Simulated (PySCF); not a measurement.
# C$_{5}$H$_{9}$ClO: what the fields show

Input file:

```
{"job": {"xc": "PBE0", "basis": "pcSseg-1", "kind": "nmr", "pop": true}, "charge": 0, "multiplicity": 1}
Cl    -0.858395     2.768971     0.141232
C     -0.368753     1.058022     0.398601
C      1.062893     0.833351    -0.052047
C      1.410559    -0.644651     0.086503
O      0.516643    -1.457971    -0.623239
C     -0.804001    -1.318207    -0.174437
C     -1.306594     0.112972    -0.329865
H     -0.446732     0.895488     1.485742
H      1.757989     1.452632     0.535712
H      1.156514     1.134294    -1.108052
H      2.414978    -0.845306    -0.313822
H      1.417918    -0.929201     1.160742
H     -1.419957    -2.011014    -0.766140
H     -0.882517    -1.629528     0.889481
H     -1.325081     0.380930    -1.398634
H     -2.333060     0.208160     0.056811
```

Launched as:

```sh
OMP_NUM_THREADS=1 python ens_run.py task.json out
```

Geometry: PBE0-D3(BJ)/def2-SVP.

All numbers below come from PySCF, PBE0/pcSseg-1, SCF density, gas phase, non-relativistic.

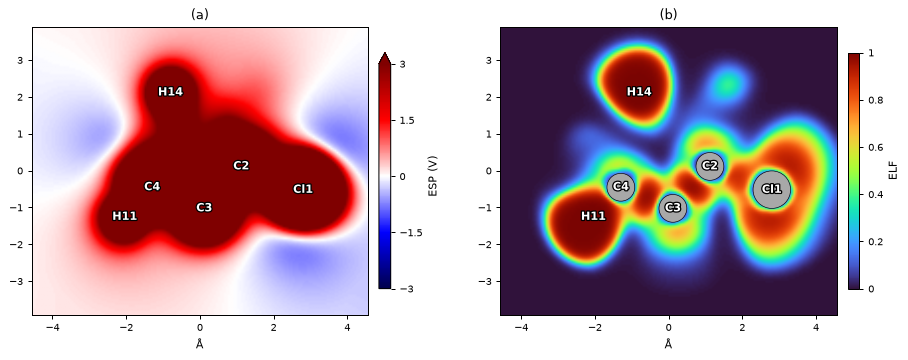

Figure 1. (a) molecular electrostatic potential; (b) ELF on the plane of atoms C2, C3 and C4. Grey discs cover the atomic cores in the ELF map.

**What does the map show?**

- The plane passes through Cl, C and H nuclei.
- C–C (1.52 Å): the ELF peaks at about 0.95 between the atoms, as expected for a covalent bond.
- C–Cl (1.80 Å): the ELF peaks at about 0.90 between the atoms; localised, covalent bonding.
- C–H (1.10 Å): the ELF climbs to about 1 towards the hydrogen, as it does in any bond to H: an ordinary covalent bond to hydrogen.
- The ELF also peaks beside Cl1, away from the bonds: lone-pair regions.
- Outside the dense part of the molecule the potential is most negative (−0.8 V) near Cl1.

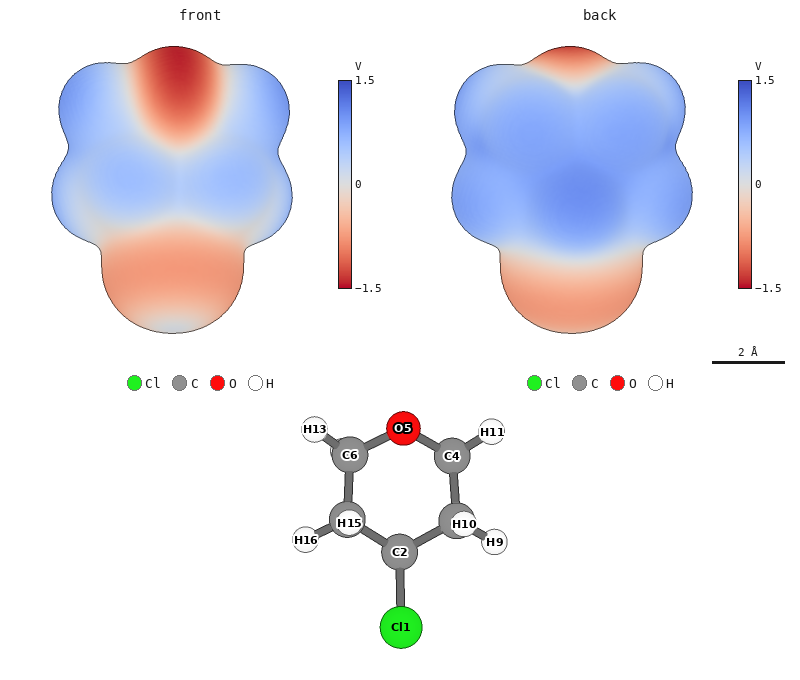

Figure 2. The molecular electrostatic potential painted on the density surface at 0.002 e/bohr³, seen from the front and from behind; red is negative and blue positive. The bare structure is drawn below in the same view.

**Which sites attract a positive test charge, and which a negative one?**

A positive charge is drawn to the negative regions and a negative charge to the positive ones. The most negative region (about −1.4 V) lies over O5, the most positive (about +1.0 V) over H8. O5 is the likeliest acceptor of a hydrogen bond.

**What dipole moment does the calculation give?**

Its dipole moment is 1.60 D.

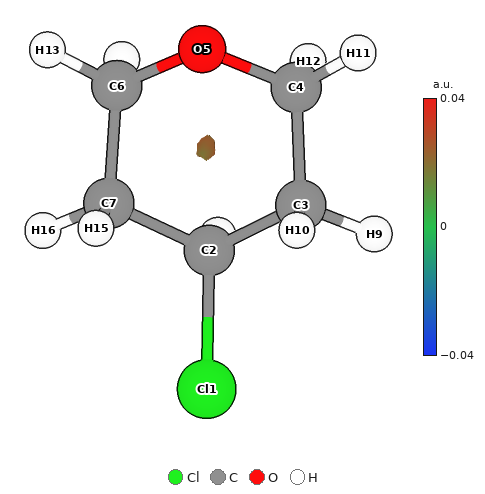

Figure 3. Non-covalent interaction (NCI) plot: the surface where the reduced density gradient is 0.4, for densities under 0.05 a.u., coloured by sign(λ₂)ρ; seen across its widest extent.

**Identify the weak interactions.**

Inside the ring or cage of C2, C3, C4, O5, C6 and C7: steric crowding (red).
